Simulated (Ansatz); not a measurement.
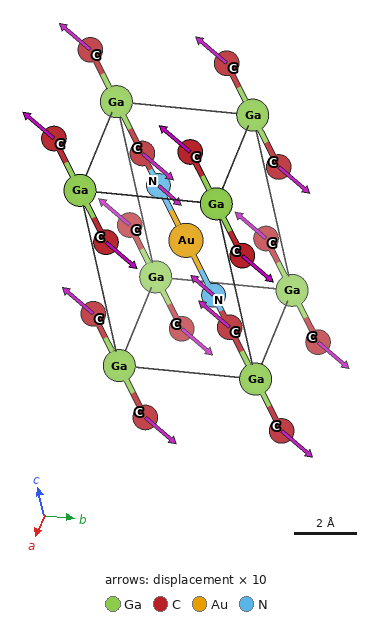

A relaxation of a crystal of GaAuC₂N₂ (a generated structure, set up in P-1) (coarse preliminary run). The starting structure is drawn; purple arrows show the displacements (the part carried along by the change of the cell is left out), 10 times their true length.

A ball-and-stick model of the cell of the calculation, seen from a free direction.

Computed with DFT PBE, scalar-relativistic, plane waves, PAW in Ansatz.

The input:
```yaml
crystal:
  lattice:
    - [4.45508205, 0.0, 0.0]
    - [-0.36938974, 4.50927623, 0.0]
    - [-1.1661568, -1.40520062, 6.35599352]
  atoms:
    - { symbol: Ga, position: [0.0, 0.0, 0.0] }
    - { symbol: C, position: [0.81314674, 0.81314674, 0.18685326] }
    - { symbol: C, position: [0.18685326, 0.18685326, 0.81314674] }
    - { symbol: Au, position: [0.5, 0.5, 0.5] }
    - { symbol: "N", position: [0.69784173, 0.69784173, 0.30215827] }
    - { symbol: "N", position: [0.30215827, 0.30215827, 0.69784173] }
basis:
  ecutwfc: 420
kpoints:
  mp_grid: { grid: [4, 4, 4] }
hamiltonian:
  xc: pbe
scf:
  occupations: { method: gaussian, width: 0.1 }
  lower_state_search: "off"
output:
  forces: true
  stress: true
  eigenvalues: true
relax:
  adjacent_minimum: "off"
  f_tol: 0.04
  max_steps: 70
  cell: { stress_tol: 0.4 }
```

Command:
```bash
ansatz run input.yaml --threads 1 --pin off --max-ram 2560MiB --backend cpu --events-out ev --progress --plain --runs-dir out
```

Q: What did the optimiser do to the structure, and how much energy did it gain?

A: The largest moves relative to the cell, 0.14 Å, are those of C2 and C3. C2 goes along [−1 −1 1]. Largest moves by element: C 0.14 Å, N 0.10 Å. Au and Ga stay in place. The volume changes by −31.5 %, with a 4.455 → 3.179 Å (−28.6 %), b 4.524 → 6.048 Å (+33.7 %), c 6.613 → 6.056 Å (−8.4 %), α 101.4° → 128.3°, β 100.2° → 75.0°, γ 94.7° → 104.9°. Some distances before and after: Ga1–C2 1.896 → 2.085 Å, Au4–N5 2.008 → 1.963 Å. The space group stays P-1 (No. 2). The energy falls by 316 meV per atom in 24 accepted moves (28 points after the start). The largest force component goes from 1.6 to 0.016 eV/Å. Pressure: −3.85 GPa at the start and 0.03 GPa at the end. The line search rejected the trial step at point 14 of the run. The SCF was repeated 3 times at an unchanged geometry on a basis and grid sized afresh for the cell, which shifted the energy by 37.1 meV per atom at most. The run took 3.5 min on 1 thread of Intel(R) Xeon(R) Platinum 8488C (Sapphire Rapids) (shared host), peak memory 0.53 GiB.
